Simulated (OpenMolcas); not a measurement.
# Cr²⁺ complex: multiconfigurational calculation (part 2 of 2)

Continued. System: Cr²⁺ with 6 ligands (F; octahedron, 2.014 Å), embedded in LiF by model potentials and point charges, whose field is part of the energies. Method: state-averaged CASSCF, active space 4 electrons in the shell 3d, basis ANO-RCC-VTZP on the metal and ANO-RCC-VDZP on the ligands, DKH2 scalar Hamiltonian, spin-orbit coupling by RASSI with atomic mean-field integrals (OpenMolcas).

## The program's output (extracts), continued
```
--- RASSI ---
SPIN-FREE ENERGIES:
  (Shifted by EMIN (a.u.) =      -1649.9027668593)

 SF State       Relative EMIN(au)   Rel lowest level(eV)    D:o, cm**(-1)

     1             0.0000000000        0.0000000000              0.0000
     2             0.0000000000        0.0000000000              0.0000
     6             0.0442611233        1.2044065208           9714.1937
     7             0.0442611233        1.2044065208           9714.1937
     8             0.0442611233        1.2044065208           9714.1937
     3             0.0559555573        1.5226282815          12280.8253
     4             0.0559555573        1.5226282815          12280.8253
     5             0.0559555573        1.5226282815          12280.8253
    51             0.0900167665        2.4494810006          19756.3966
    52             0.0900167665        2.4494810006          19756.3966
    53             0.0900167665        2.4494810006          19756.3966
     9             0.0906894963        2.4677869128          19904.0438
    10             0.0906894963        2.4677869128          19904.0438
    12             0.0930364554        2.5316509224          20419.1417
    13             0.0930364554        2.5316509224          20419.1417
    11             0.0930364554        2.5316509224          20419.1417
    54             0.0953816445        2.5954667687          20933.8513
    55             0.0953816445        2.5954667687          20933.8513
    14             0.0969190225        2.6373009565          21271.2667
    15             0.0969190225        2.6373009565          21271.2667
    16             0.0969190225        2.6373009565          21271.2667
    17             0.1070624190        2.9133168367          23497.4850
    18             0.1079440932        2.9373084137          23690.9901
    56             0.1209907203        3.2923252220          26554.3937
    19             0.1259103325        3.4261946895          27634.1238
    20             0.1259103325        3.4261946895          27634.1238
    57             0.1354789016        3.6865687200          29734.1820
    58             0.1355702531        3.6890545214          29754.2313
    59             0.1355702531        3.6890545214          29754.2313
    60             0.1355702531        3.6890545214          29754.2313
    21             0.1398134277        3.8045171842          30685.5005
    22             0.1398134277        3.8045171842          30685.5005
    23             0.1398134277        3.8045171842          30685.5005
    61             0.1443293031        3.9274004137          31676.6206
    62             0.1443293031        3.9274004137          31676.6206
    63             0.1443293031        3.9274004137          31676.6206
    25             0.1486591422        4.0452213374          32626.9104
    26             0.1486591422        4.0452213374          32626.9104
    24             0.1486591422        4.0452213374          32626.9104
    27             0.1549023688        4.2151081873          33997.1403
Eigenvalues of complex Hamiltonian:
   -----------------------------------
  (Shifted by EMIN (a.u.) =      -1649.9027668593)

 SO State       Relative EMIN(au)   Rel lowest level(eV)    D:o, cm**(-1)

     1            -0.0001076936        0.0000000000              0.0000
     2            -0.0000842093        0.0006390410              5.1542
     3            -0.0000842093        0.0006390410              5.1542
     4            -0.0000842093        0.0006390410              5.1542
     5            -0.0000608523        0.0012746158             10.2805
     6            -0.0000608523        0.0012746158             10.2805
     7            -0.0000399052        0.0018446152             14.8778
     8            -0.0000399052        0.0018446152             14.8778
     9            -0.0000399052        0.0018446152             14.8778
    10            -0.0000189275        0.0024154474             19.4819
    11             0.0433861772        1.1835285167           9545.8013
    12             0.0438450207        1.1960142855           9646.5058
    13             0.0438450207        1.1960142854           9646.5058
    14             0.0438450207        1.1960142854           9646.5058
    15             0.0446261171        1.2172690022           9817.9366
    16             0.0446261171        1.2172690022           9817.9366
    17             0.0446261171        1.2172690022           9817.9366
    18             0.0446516794        1.2179645880           9823.5469
    19             0.0446516794        1.2179645881           9823.5469
    20             0.0553728489        1.5097024700          12176.5716
    21             0.0553749040        1.5097583932          12177.0227
    22             0.0553749040        1.5097583932          12177.0227
    23             0.0553749040        1.5097583932          12177.0227
    24             0.0553765505        1.5098031968          12177.3840
    25             0.0553765505        1.5098031968          12177.3840
    26             0.0553765505        1.5098031968          12177.3840
    27             0.0561774216        1.5315960106          12353.1549
    28             0.0561774216        1.5315960106          12353.1549
    29             0.0561778470        1.5316075851          12353.2483
    30             0.0561778470        1.5316075851          12353.2483
    31             0.0561778470        1.5316075851          12353.2483
    32             0.0567006844        1.5458347157          12467.9978
    33             0.0567006844        1.5458347157          12467.9978
    34             0.0567006844        1.5458347157          12467.9978
    35             0.0892270480        2.4309221598          19606.7095
    36             0.0892270480        2.4309221599          19606.7095
    37             0.0892270480        2.4309221601          19606.7095
    38             0.0906408629        2.4693940209          19917.0060
    39             0.0906408629        2.4693940209          19917.0060
    40             0.0906408629        2.4693940208          19917.0060
    41             0.0910276684        2.4799195371          20001.9000
Weights of the five most important spin-orbit-free states for each spin-orbit state.

 SO State  Total energy (au)           Spin-free states, spin, and weights
 -------------------------------------------------------------------------------------------------------
    1        -0.000108       2 2.0  0.4990    1 2.0  0.4990    6 1.0  0.0004    8 1.0  0.0004    7 1.0  0.0004
    2        -0.000084       2 2.0  0.8610    1 2.0  0.1376    8 1.0  0.0004    6 1.0  0.0004    4 2.0  0.0004
    3        -0.000084       2 2.0  0.6145    1 2.0  0.3841    8 1.0  0.0004    7 1.0  0.0004    5 2.0  0.0004
    4        -0.000084       1 2.0  0.9762    2 2.0  0.0224    6 1.0  0.0004    7 1.0  0.0004    3 2.0  0.0004
    5        -0.000061       1 2.0  0.4995    2 2.0  0.4995    8 1.0  0.0003    3 2.0  0.0002    7 1.0  0.0001
    6        -0.000061       2 2.0  0.4995    1 2.0  0.4995    6 1.0  0.0003    7 1.0  0.0002    5 2.0  0.0002
    7        -0.000040       2 2.0  0.9771    1 2.0  0.0224    6 1.0  0.0001    7 1.0  0.0001    4 2.0  0.0001
    8        -0.000040       1 2.0  0.6734    2 2.0  0.3261    8 1.0  0.0001    7 1.0  0.0001    3 2.0  0.0001
    9        -0.000040       1 2.0  0.8034    2 2.0  0.1960    8 1.0  0.0001    6 1.0  0.0001    3 2.0  0.0001
   10        -0.000019       1 2.0  0.4999    2 2.0  0.4999   16 1.0  0.0000   15 1.0  0.0000   14 1.0  0.0000
   11         0.043386       6 1.0  0.3324    8 1.0  0.3324    7 1.0  0.3324   56 0.0  0.0006    2 2.0  0.0006
   12         0.043845       8 1.0  0.4991    7 1.0  0.4943    6 1.0  0.0052    2 2.0  0.0005    1 2.0  0.0003
```

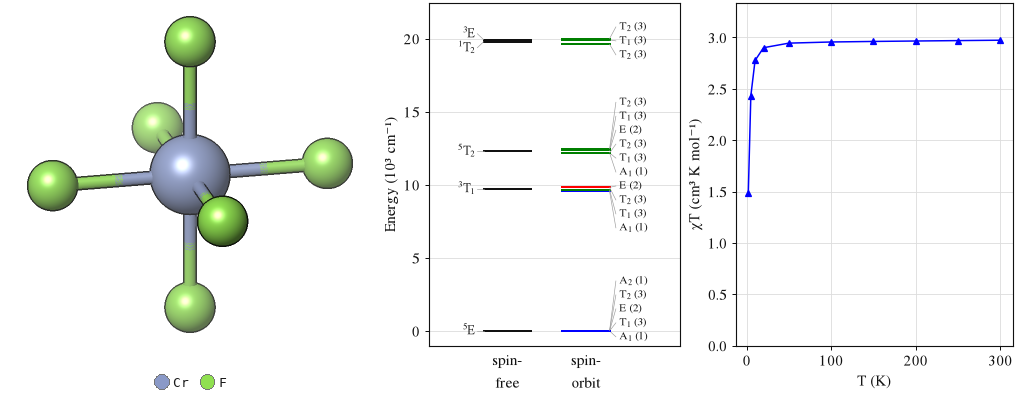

**Figure 2.** Cr²⁺ (3d⁴) as a dopant in LiF, a cluster with its 6 nearest F⁻ at 2.014 Å (octahedron) embedded in model potentials and point charges; the geometry was set, not optimised, and its levels and susceptibility. Labels give the representation in O, Td, D4 or D3 as the site allows (double group for half-integer spin) where it could be assigned and, in brackets, the degeneracy; spin-free states, where drawn, share the zero of the spin-orbit levels. Powder susceptibility by Van Vleck's formula. The ground level is A₁, non-degenerate, 100 % from states of spin multiplicity 5. The next level lies at 5.2 cm⁻¹ (T₁). The lowest spin-free state is ⁵E, from the free-ion D term; of the same spin there follows at 12,300 cm⁻¹ (⁵T₂) above it. χT is 1.49 cm³ K mol⁻¹ at 2 K and 2.97 at 300 K, an effective moment of 4.88 μB. The active orbitals hold 93 to 97 % metal character (Löwdin), and the Mulliken charge of the metal is +1.46.

## Summary

| quantity | value |
| --- | --- |
| outcome | converged |
| energy of the lowest spin-free term | −1649.90277 hartree |
| energy of the lowest spin-orbit level | −1649.90287 hartree |
| largest spread among components of a term | 0.0 cm⁻¹ |
| hardware | 1 thread of Arm Neoverse V2, 24 GiB of memory available, shared host |
| wall time | 39 s |
| peak memory | 0.2 GiB |

## Notes

Without dynamic correlation the splittings between terms come out too large, often by 20 to 50 %. Limits: orbital doublet at a regular site, Jahn-Teller distortion not allowed for; small active space favours high spin, ground spin may be wrong; the geometry is set by hand, with no relaxation.
